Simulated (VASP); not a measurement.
## As: As into a neighbouring As vacancy

Aim: the barrier for one hop in As: As into a neighbouring As vacancy. The start is a cell from a database of measured crystal structures.

Main program and level: VASP 6.6.1; LDA; plane waves and PAW (As).

The database entry behind the starting cell differs from later determinations by our own check (old inner coordinate), so it need not match the best structure at ambient conditions.

### 1. The host crystal

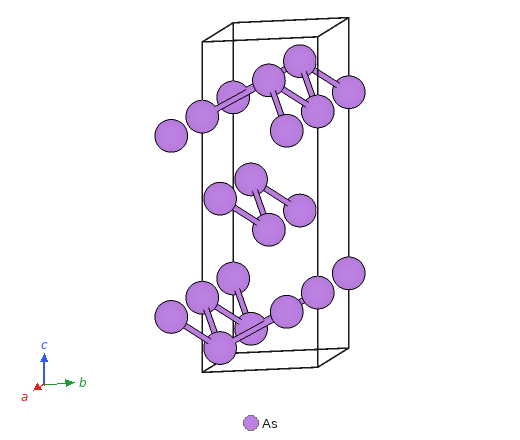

The cell as given, slightly off an axis (arsenic purple). 2×1×1 cells are drawn. This picture shows the conventional cell, with its axes. Bonds to atoms that aren't drawn are left out. Some periodic images of atoms are drawn too.

### 2. Relax the host

First cell and atoms are relaxed at a raised cutoff, so that later runs start from this functional's own cell.

INCAR reads:

```
SYSTEM = As
PREC = Accurate
ENCUT = 350
EDIFF = 1E-06
NELM = 120
ISMEAR = 0
SIGMA = 0.1
LREAL = .FALSE.
ALGO = Normal
GGA = CA
NBANDS = 11
LORBIT = 11
LWAVE = .FALSE.
LCHARG = .FALSE.
KPAR = 5
IBRION = 2
NSW = 40
ISIF = 3
EDIFFG = -0.02
POTIM = 0.4
```

POSCAR reads:

```
As
1.0
    1.8807968987      1.0858785957      3.5140619945
   -1.8807968987      1.0858785957      3.5140619945
    0.0000000000     -2.1717571915      3.5140619945
As
2
Direct
    0.2260000000      0.2260000000      0.2260000000
    0.7740000000      0.7740000000      0.7740000000
```

KPOINTS reads:

```
Automatic mesh
0
Gamma
6 6 6
0 0 0
```

The projector-augmented-wave data sets are As (LDA family, release 64).

Run with:

```sh
$ mpirun -np 5 vasp_std
```

Output:

```text
[banner, memory and clock lines left out]
running    5 mpi-ranks, on    1 nodes
 distrk:  each k-point on    1 cores,    5 groups
 distr:  one band on    1 cores,    1 groups

 POSCAR found type information on POSCAR As
 POSCAR found :  1 types and       2 ions
|                                                                             |
|           W    W    AA    RRRRR   N    N  II  N    N   GGGG   !!!           |
|           W    W   A  A   R    R  NN   N  II  NN   N  G    G  !!!           |
|           W    W  A    A  R    R  N N  N  II  N N  N  G       !!!           |
|           W WW W  AAAAAA  RRRRR   N  N N  II  N  N N  G  GGG   !            |
|           WW  WW  A    A  R   R   N   NN  II  N   NN  G    G                |
|           W    W  A    A  R    R  N    N  II  N    N   GGGG   !!!           |
|                                                                             |
|     For optimal performance we recommend to set                             |
|       NCORE = 2 up to number-of-cores-per-socket                            |
|     NCORE specifies how many cores store one orbital (NPAR=cpu/NCORE).      |
|     This setting can greatly improve the performance of VASP for DFT.       |
|     The default, NCORE=1 might be grossly inefficient on modern             |
|     multi-core architectures or massively parallel machines. Do your        |
|     Unfortunately you need to use the default for GW and RPA                |
|     calculations (for HF NCORE is supported but not extensively tested      |
|     yet).                                                                   |
|                                                                             |

 LDA part: xc-table for (Slater(with rela. corr.)+CA(PZ))
 , standard interpolation
 POSCAR, INCAR and KPOINTS ok, starting setup
 FFT: planning ... GRIDC
 FFT: planning ... GRID_SOFT
 FFT: planning ... GRID
 WAVECAR not read
 entering main loop
       N       E                     dE             d eps       ncg     rms          rms(c)
DAV:   1     0.211358200870E+02    0.21136E+02   -0.33618E+03   712   0.547E+02
DAV:   2    -0.960427357816E+01   -0.30740E+02   -0.29523E+02  1008   0.101E+02
DAV:   3    -0.108403240413E+02   -0.12361E+01   -0.12315E+01   836   0.212E+01
DAV:   4    -0.108472273270E+02   -0.69033E-02   -0.69024E-02   801   0.180E+00
DAV:   5    -0.108472456137E+02   -0.18287E-04   -0.18286E-04   834   0.967E-02    0.363E+00
DAV:   6    -0.108158282655E+02    0.31417E-01   -0.89523E-03   794   0.523E-01    0.214E+00
DAV:   7    -0.107997191903E+02    0.16109E-01   -0.17218E-02   779   0.745E-01    0.689E-02
DAV:   8    -0.107996952520E+02    0.23938E-04   -0.38031E-04   782   0.129E-01    0.193E-02
DAV:   9    -0.107996992087E+02   -0.39566E-05   -0.20365E-05   826   0.273E-02    0.933E-03
DAV:  10    -0.107996989093E+02    0.29940E-06   -0.16259E-06   497   0.709E-03
   1 F= -.10799699E+02 E0= -.10798915E+02  d E =-.107997E+02
 curvature:   0.00 expect dE= 0.000E+00 dE for cont linesearch  0.000E+00
 trial: gam= 0.00000 g(F)=  0.409E-02 g(S)=  0.639E-02 ort = 0.000E+00 (trialstep = 0.100E+01)
 search vector abs. value=  0.105E-01
 bond charge predicted
       N       E                     dE             d eps       ncg     rms          rms(c)
DAV:   1    -0.108137210687E+02   -0.14022E-01   -0.28865E-01   743   0.272E+00    0.309E-01
DAV:   2    -0.108101289812E+02    0.35921E-02   -0.10335E-02   737   0.628E-01    0.199E-01
DAV:   3    -0.108082994669E+02    0.18295E-02   -0.48386E-03   737   0.338E-01    0.394E-02
DAV:   4    -0.108082946945E+02    0.47724E-05   -0.89978E-05   785   0.642E-02    0.296E-02
DAV:   5    -0.108082900830E+02    0.46115E-05   -0.84832E-06   805   0.175E-02    0.956E-03
DAV:   6    -0.108082900716E+02    0.11374E-07   -0.12776E-06   490   0.704E-03
   2 F= -.10808290E+02 E0= -.10807506E+02  d E =-.859116E-02
[...]
3 F= -.10813615E+02 E0= -.10812699E+02  d E =-.139165E-01
[...]
4 F= -.10818574E+02 E0= -.10817661E+02  d E =-.495894E-02
[...]
5 F= -.10819370E+02 E0= -.10818469E+02  d E =-.575443E-02
[...]
6 F= -.10820360E+02 E0= -.10819546E+02  d E =-.990104E-03
 trial-energy change:   -0.000990  1 .order   -0.000982   -0.001270   -0.000694
 step:   1.6894(harm=  1.8386)  dis= 0.00240  next Energy=   -10.820724 (dE=-0.135E-02)
 bond charge predicted
       N       E                     dE             d eps       ncg     rms          rms(c)
DAV:   1    -0.108210637340E+02   -0.70361E-03   -0.21313E-02   776   0.813E-01    0.823E-02
DAV:   2    -0.108208389253E+02    0.22481E-03   -0.76862E-04   764   0.169E-01    0.455E-02
DAV:   3    -0.108207489744E+02    0.89951E-04   -0.30056E-04   806   0.898E-02    0.979E-03
DAV:   4    -0.108207492083E+02   -0.23388E-06   -0.22112E-05   752   0.297E-02    0.509E-03
DAV:   5    -0.108207490265E+02    0.18176E-06   -0.74338E-07   439   0.515E-03
   7 F= -.10820749E+02 E0= -.10819962E+02  d E =-.137917E-02
 curvature:  -1.17 expect dE=-0.305E-04 dE for cont linesearch -0.241E-05
 trial: gam=-0.05293 g(F)=  0.148E-04 g(S)=  0.113E-04 ort = 0.639E-04 (trialstep = 0.101E+01)
 search vector abs. value=  0.249E-04
 reached required accuracy - stopping structural energy minimisation
```

Elapsed: 5.4 s, on 5 MPI ranks of Intel Xeon 6975P-C (Granite Rapids), shared host; peak memory 0.68 GiB; 24 s of CPU time.

The logs omit lines about the potential files and the build; timing stands in the text.

From OUTCAR (step 2):

```text
ion  position               nearest neighbor table
   1  0.226  0.226  0.226-   2 2.51   2 2.51   2 2.51
   2  0.774  0.774  0.774-   1 2.51   1 2.51   1 2.51

  LATTYP: Found a trigonal (rhomboedric) cell.
 ALAT       =     4.1310000000
 COS(alpha) =     0.5854247172

 Subroutine GETGRP returns: Found 12 space group operations
 (whereof 12 operations were pure point group operations)

The static configuration has the point symmetry D_3d.

 Found     32 irreducible k-points:

   k-points           NKPTS =     32   k-points in BZ     NKDIM =     32   number of bands    NBANDS=     11

   dimension x,y,z NGX =    28 NGY =   28 NGZ =   28
   dimension x,y,z NGXF=    56 NGYF=   56 NGZF=   56

   ENCUT  =  350.0 eV  25.72 Ry    5.07 a.u.   6.30  6.30  6.30*2*pi/ulx,y,z

   NELECT =      10.0000    total number of electrons

 k-points in reciprocal lattice and weights: Automatic mesh
   0.00000000  0.00000000  0.00000000       0.005
   0.16666667 -0.00000000 -0.00000000       0.028
   0.33333333 -0.00000000 -0.00000000       0.028
   0.50000000  0.00000000  0.00000000       0.014
   0.16666667  0.16666667 -0.00000000       0.028
   0.33333333  0.16666667  0.00000000       0.056
   0.50000000  0.16666667  0.00000000       0.056
  -0.33333333  0.16666667  0.00000000       0.056
  -0.16666667  0.16666667  0.00000000       0.028
[...]
-0.33333333  0.50000000  0.33333333       0.028
   0.50000000  0.50000000  0.50000000       0.005

 average (electrostatic) potential at core
       1 -52.7799       2 -52.7799

 E-fermi :   5.9602

 k-point     1 :       0.0000    0.0000    0.0000
  band No.  band energies     occupation
      1      -9.3804      2.00000
      2       0.3414      2.00000
      3       3.5148      2.00000
      4       3.7776      2.00000
      5       3.7776      2.00000
      6       7.9309      0.00000
      7       9.0100      0.00000
      8       9.0100      0.00000
      9      12.4185      0.00000
     10      12.4185      0.00000
    ...

 k-point     2 :       0.1667   -0.0000   -0.0000
  band No.  band energies     occupation
      1      -9.0013      2.00000
      2      -1.0544      2.00000
      3       3.4485      2.00000
      4       3.6061      2.00000
      5       4.1906      2.00000
      6       7.8719      0.00000
      7       8.3451      0.00000
      8       8.4274      0.00000
      9      11.5095      0.00000
     10      12.2887      0.00000
    ...

 k-point     3 :       0.3333   -0.0000   -0.0000
  band No.  band energies     occupation
      1      -7.8912      2.00000
      2      -3.5498      2.00000
      3       3.3426      2.00000
      4       3.3733      2.00000
      5       4.8442      2.00000
      6       6.6488      0.00000
      7       6.9504      0.00000
      8       7.3164      0.00000
      9      12.9023      0.00000
     10      13.8580      0.00000
    ...

  Total        0.0163446      0.0163446      0.0072678     -0.0000000     -0.0000000      0.0000000
  in kB        0.6358169      0.6358169      0.2827237     -0.0000000     -0.0000000      0.0000000
  external PRESSURE =       0.5181192 kB  Pullay stress =       0.0000000 kB

  energy-cutoff  :      350.00
  volume of cell :       41.19
      direct lattice vectors                 reciprocal lattice vectors
     1.883354192  1.087355050  3.351953279     0.265483785  0.153277135  0.099444505
    -1.883354192  1.087355050  3.351953279    -0.265483785  0.153277135  0.099444505
    -0.000000000 -2.174710099  3.351953279     0.000000000 -0.306554270  0.099444505

 POSITION                                       TOTAL-FORCE (eV/Angst)
 -----------------------------------------------------------------------------------
     -0.00000     -0.00000      2.30851         0.000000      0.000000     -0.013850
     -0.00000     -0.00000      7.74735        -0.000000     -0.000000      0.013850
 -----------------------------------------------------------------------------------
    total drift:                               -0.000000     -0.000000     -0.000000

  FREE ENERGIE OF THE ION-ELECTRON SYSTEM (eV)
  ---------------------------------------------------
  free  energy   TOTEN  =       -10.8207490265 eV

  energy  without entropy=      -10.8191750152  energy(sigma->0) =      -10.81996202

 reached required accuracy - stopping structural energy minimisation

 total charge
# of ion       s       p       d       tot
------------------------------------------
    1        1.310   1.366   0.052   2.728
    2        1.310   1.366   0.052   2.728
--------------------------------------------------
tot          2.619   2.731   0.105   5.456

[... 3 further parts left out ...]
```

CONTCAR:

```
As
   1.00000000000000
     1.8833541919984798    1.0873550496757105    3.3519532786167932
    -1.8833541919984798    1.0873550496757105    3.3519532786167932
    -0.0000000000000000   -2.1747100994468789    3.3519532786153605
  As
     2
Direct
     0.2295682265161777    0.2295682265161777    0.2295682265161782
     0.7704317734838224    0.7704317734838224    0.7704317734838219
```

The k-mesh is coarse for a metal. The run keeps the 12 symmetry operations of its start, so it cannot find a distortion of lower symmetry.

The steps of the relaxation:

| step | energy less that of the first step (eV) | largest force (eV/Å) | pressure (GPa) | volume (Å³) |
| --- | --- | --- | --- | --- |
| 1 | 0.0000 | 0.2303 | -1.08 | 43.06 |
| 2 | -0.0086 | 0.1966 | -0.29 | 42.34 |
| 3 | -0.0139 | 0.1536 | 1.10 | 41.23 |
| 4 | -0.0189 | 0.0037 | 0.33 | 41.27 |
| 5 | -0.0197 | 0.0939 | -0.11 | 41.29 |
| 6 | -0.0207 | 0.0559 | -0.02 | 41.24 |
| 7 | -0.0210 | 0.0138 | 0.05 | 41.19 |

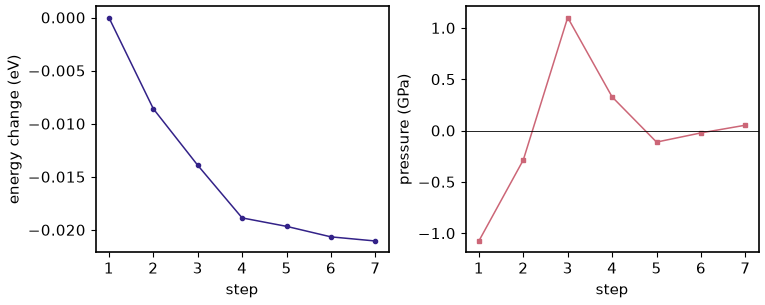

Energy and pressure along the relaxation.

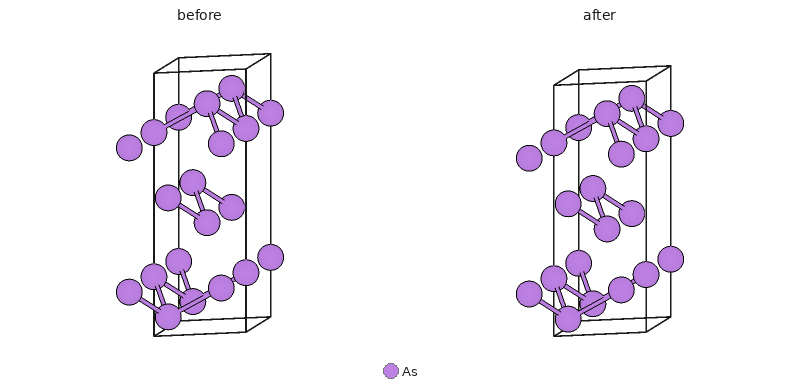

The structure before and after the relaxation, drawn at the same scale. Bonds to atoms that aren't drawn are left out.

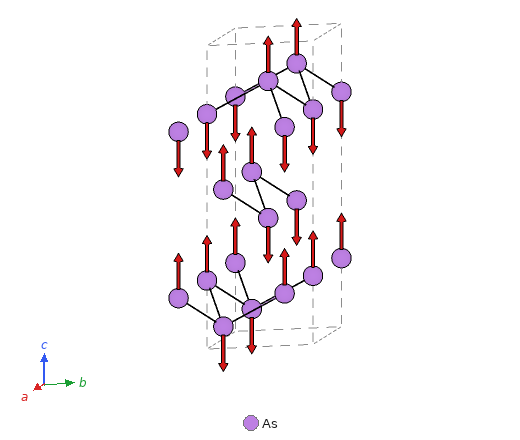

Displacements in the relaxation, exaggerated, measured against the changing cell; the longest in the cell stands for 0.04 Å. Bonds to atoms that aren't drawn are left out. 2×1×1 conventional cells are drawn. Some periodic images of atoms are drawn too.

| conventional cell, symmetrised | before | after | change |
| --- | --- | --- | --- |
| a (Å) | 3.762 | 3.767 | +0.1 % |
| b (Å) | 3.762 | 3.767 | +0.1 % |
| c (Å) | 10.542 | 10.056 | -4.6 % |
| volume (Å³/atom) | 21.53 | 20.59 | -4.4 % |

The atoms that moved most (Å, as changes of fractional coordinates times the final cell):

| atom | dx | dy | dz | length |
| --- | --- | --- | --- | --- |
| As1 | 0.000 | 0.000 | 0.036 | 0.036 |
| As2 | 0.000 | 0.000 | -0.036 | 0.036 |

The relaxed structure:

```cif
data_structure
_symmetry_space_group_name_H-M 'P 1'
_symmetry_Int_Tables_number 1
_cell_length_a 3.9956
_cell_length_b 3.9956
_cell_length_c 3.9956
_cell_angle_alpha 56.245
_cell_angle_beta 56.245
_cell_angle_gamma 56.245
_cell_volume 41.19
loop_
_atom_site_label
_atom_site_type_symbol
_atom_site_fract_x
_atom_site_fract_y
_atom_site_fract_z
_atom_site_occupancy
As1 As 0.22957 0.22957 0.22957 1
As2 As 0.77043 0.77043 0.77043 1
```

Numbers from this step:

| Item | Value |
| --- | --- |
| electronic cycles | 43 |
| electrons | 10 |
| free energy (TOTEN) | -10.82 eV |
| energy at zero smearing | -10.82 eV |
| Fermi energy | 5.960 eV |
| metallic | yes |

The run ended after 7 ionic steps, 0.021 eV below its first step, once forces and stress met EDIFFG = -0.02.

(Continued in part 2 of 5.)

[Lines on the potential files, build, host, timing and source positions are cut from VASP's logs without a mark.]

[Logs are printed without paths, hosts, clocks, repeated set-up lines and the standing remarks that a program may print on its own settings, such as how far it seeks lower states.]

[Hosts, paths, dates, database ids (printed as entryN), source tags and the programs' standing remarks are cut or masked in the printed files.]

[Runs that stopped without an error message from VASP are left out.]
